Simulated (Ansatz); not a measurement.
Take GaSe in the beta-GaS type structure (space group P6_3/mmc, No. 194; a = 3.7690 Å, c = 15.9597 Å; layered, stacked along the Cartesian z axis) as the base. Axes: x lies along a and z along c of the hexagonal cell.

One thing is altered: tensile biaxial strain of 1.47 % in the plane normal to [001], as in epitaxy on a mismatched substrate; the out-of-plane cell vector and the atoms relax.

Computed with PBE-D3(BJ) (Ansatz, a first-principles code; PAW; 420 eV plane waves; scalar-relativistic without spin-orbit coupling).

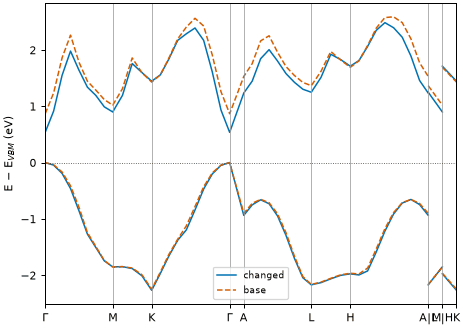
Figure: Highest valence and lowest conduction band along the path, each from its own valence-band maximum

Problem. Read the changed gap and its character from the plot.

Solution. About 0.5 eV, direct at Γ.

Whether these cells are dynamically stable was not tested.
